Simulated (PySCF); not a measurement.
# C3H12InP (SMILES C[In-](C)(C)[PH3+]): levels of theory compared

Wanted: a comparison of 6 runs (B3LYP/def2-SVP, BHLYP/def2-SVP, CAM-B3LYP/def2-SVP, M06-2X/def2-SVP, M06-L/def2-SVP, PBE0/def2-SVP) of C3H12InP. 

Program for the calculation: PySCF 2.14.0.

## (1) Starting point

C3H12InP has 17 atoms, charge 0, and is taken as a singlet. As SMILES, `C[In-](C)(C)[PH3+]`. The coordinates come from a PBE0-D4/def2-TZVP relaxation.

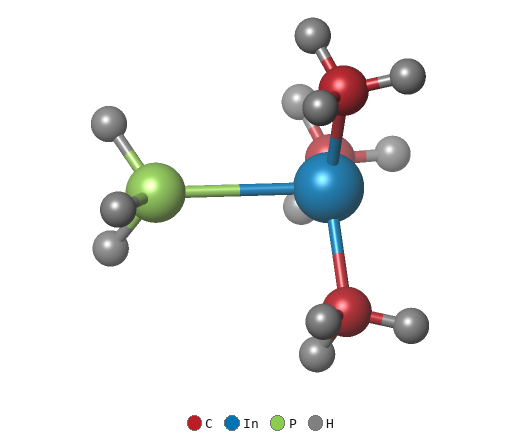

The structure, seen from a chosen angle (carbon red, indium blue, phosphorus green, hydrogen grey).

## (2) A single-point energy at B3LYP/def2-SVP (core potential) (run 1)

Contents of job.py:

```python
from pyscf import gto, dft

mol = gto.Mole()
mol.atom = '''
C     -0.722980     0.979220    -1.976810
In     0.395960    -0.142790    -0.486840
C      2.152280     0.759910     0.424970
C      0.109250    -2.293920    -0.340760
P     -1.371890     0.494700     1.687900
H     -0.230000     0.892870    -2.948530
H     -0.772760     2.039940    -1.722440
H     -1.739490     0.595320    -2.084480
H      2.006550     1.827900     0.599290
H      2.400410     0.279410     1.373570
H      3.011630     0.645590    -0.240710
H      0.426030    -2.673000     0.632990
H      0.707730    -2.797100    -1.104540
H     -0.935100    -2.568780    -0.502370
H     -1.587780     1.839440     2.064710
H     -2.733430     0.119990     1.636830
H     -1.116410     0.001310     2.987220
'''
mol.verbose = 3
mol.basis = 'def2-svp'
mol.ecp = {'In': 'def2-svp'}
mol.max_memory = 1860
mol.build()

mf = dft.RKS(mol, xc='b3lyp')
mf.grids.level = 5
mf.conv_tol = 1e-10
mf.kernel()
if not mf.converged:
    mf = mf.newton().run(mf.mo_coeff, mf.mo_occ)

etot = mf.e_tot
print('E(%s) = %.9f' % ('B3LYP', etot))
```

Started as:

```
$ OMP_NUM_THREADS=1 python job.py
```

Standard output:

```text
converged SCF energy = -652.886405943195
E(B3LYP) = -652.886405943
```

Wall time 1.8 min (1 thread of AMD EPYC (Zen 3), shared host); peak memory 0.99 GiB.

## (3) A single-point energy at BHLYP/def2-SVP (core potential) (run 2)

Contents of calc.py:

```python
from pyscf import gto, dft

mol = gto.Mole()
mol.atom = '''
C     -1.366234     1.850458    -3.735630
In     0.748256    -0.269834    -0.919994
C      4.067220     1.436022     0.803077
C      0.206453    -4.334881    -0.643943
P     -2.592496     0.934848     3.189669
H     -0.434637     1.687280    -5.571914
H     -1.460305     3.854928    -3.254940
H     -3.287160     1.124992    -3.939096
H      3.791830     3.454230     1.132494
H      4.536117     0.528008     2.595671
H      5.691156     1.219988    -0.454876
H      0.805080    -5.051238     1.196178
H      1.337416    -5.285753    -2.087278
H     -1.767083    -4.854291    -0.949342
H     -3.000469     3.476038     3.901736
H     -5.165434     0.226748     3.093160
H     -2.109709     0.002476     5.645028
'''
mol.max_memory = 1860
mol.ecp = {'In': 'def2-svp'}
mol.unit = 'bohr'
mol.spin = 0
mol.charge = 0
mol.verbose = 4
mol.basis = 'def2-svp'
mol.build()

mf = dft.RKS(mol, xc='bhandhlyp')
mf.conv_tol = 1e-10
mf.grids.level = 5
mf.kernel()
if not mf.converged:
    mf = mf.newton().run(mf.mo_coeff, mf.mo_occ)

etot = mf.e_tot
print('Final energy', etot)
```

Started as:

```
$ OMP_NUM_THREADS=1 python calc.py
```

Standard output:

```text
PySCF version 2.14.0

[... 66 lines left out ...]
WARN: HOMO 0.0252649802615007 == LUMO 0.0252754862708235
[... 24 lines left out ...]
converged SCF energy = -652.624327659905
Final energy -652.6243276599052
```

It took 96 s on 1 thread of AMD EPYC (Zen 3), shared host; peak memory 0.99 GiB.

Runs 3 to 5 aren't shown in full; the table further down has their settings and results.

## (4) The energy at PBE0/def2-SVP (core potential) (run 6)

Contents of start.xyz:

```xyz
17
C3H12InP
C     -0.722980     0.979220    -1.976810
In     0.395960    -0.142790    -0.486840
C      2.152280     0.759910     0.424970
C      0.109250    -2.293920    -0.340760
P     -1.371890     0.494700     1.687900
H     -0.230000     0.892870    -2.948530
H     -0.772760     2.039940    -1.722440
H     -1.739490     0.595320    -2.084480
H      2.006550     1.827900     0.599290
H      2.400410     0.279410     1.373570
H      3.011630     0.645590    -0.240710
H      0.426030    -2.673000     0.632990
H      0.707730    -2.797100    -1.104540
H     -0.935100    -2.568780    -0.502370
H     -1.587780     1.839440     2.064710
H     -2.733430     0.119990     1.636830
H     -1.116410     0.001310     2.987220
```

Contents of input.py:

```python
from pyscf import gto, dft

molecule = gto.Mole()
molecule.atom = 'start.xyz'
molecule.ecp = {'In': 'def2-svp'}
molecule.spin = 0
molecule.basis = 'def2-svp'
molecule.max_memory = 1860
molecule.verbose = 3
molecule.build()

ks = dft.RKS(molecule, xc='pbe0')
ks.conv_tol = 1e-10
ks.grids.level = 5
ks.kernel()
if not ks.converged:
    ks = ks.newton().run(ks.mo_coeff, ks.mo_occ)

e_final = ks.e_tot
print('Final energy', e_final)
```

Started as:

```
$ OMP_NUM_THREADS=1 python input.py
```

Standard output:

```text
converged SCF energy = -652.509582536197
Final energy -652.5095825361972
```

Run time: 2 min. Hardware: 1 thread of AMD EPYC (Zen 3), shared host; peak memory 0.99 GiB.

## (5) The series

| run | level | energy (Eh) | dipole moment (D) | HOMO energy (eV) | LUMO energy (eV) | wall time |
| --- | --- | --- | --- | --- | --- | --- |
| 1 | B3LYP/def2-SVP (core potential) | -652.886406 | 3.15 | -6.28 | 0.18 | 1.8 min |
| 2 | BHLYP/def2-SVP (core potential) | -652.624328 | 3.21 | -7.58 | 1.19 | 96 s |
| 3 | CAM-B3LYP/def2-SVP (core potential) | -652.692715 | 3.22 | -7.82 | 1.34 | 4.2 min |
| 4 | M06-2X/def2-SVP (core potential) | -652.625644 | 3.26 | -7.63 | 1.09 | 3 min |
| 5 | M06-L/def2-SVP (core potential) | -652.924906 | 3.15 | -5.52 | -0.32 | 3 min |
| 6 | PBE0/def2-SVP (core potential) | -652.509583 | 3.23 | -6.54 | 0.38 | 2 min |

## (6) What came out

```
            quantity          value
 run 6: total energy  -652.50958 Eh
run 6: dipole moment         3.23 D
  run 6: HOMO energy       -6.54 eV
  run 6: LUMO energy        0.38 eV
run 6: HOMO–LUMO gap        6.91 eV
```

**Reading.** The dipole moment (its size) runs from 3.15 D (B3LYP/def2-SVP) to 3.26 D (M06-2X/def2-SVP). The HOMO–LUMO gap runs from 5.20 eV (M06-L/def2-SVP) to 9.16 eV (CAM-B3LYP/def2-SVP). Totals of different functionals can't be ranked against each other. All runs together took 16 min, the longest 4.2 min.
